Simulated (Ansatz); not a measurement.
## Profile along the Ir–Ir line in Ir (fcc, Cu type)

Ir (fcc, Cu type), conventional cell a = 3.8303 Å, b = 3.8303 Å, c = 3.8303 Å, α = 90.00°, β = 90.00°, γ = 90.00°. The calculation uses the primitive cell of 1 atom, to which meshes and values per cell refer.

Fields along a shortest Ir–Ir line of a {111} plane (2.71 Å), from Ir to Ir, interpolated on the slice's grid (step about 0.2 Å). These are PBEsol (plane waves to 420 eV, PAW, scalar-relativistic; Ansatz, a quantum-chemistry and plane-wave program) values and carry that method's errors. k mesh 21×21×21. Near the nuclei the fields are pseudised (PAW); where an atom keeps semicore shells as valence, they peak there. Ir is run without spin polarisation. Ir was relaxed with its symmetry unable to fall. Spin-orbit coupling is left out, though Ir is heavy. The PAW data are Ansatz's earlier set.

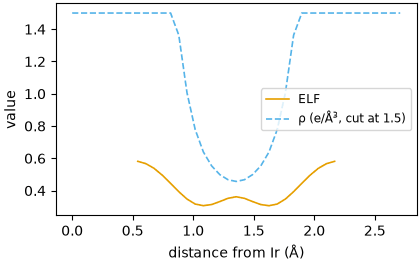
*ELF (away from the nuclei) and valence density from Ir to Ir.*

Density on the Ir–Ir line (2.71 Å) at its midpoint: 0.46 e/Å³. ELF at that point: 0.36.
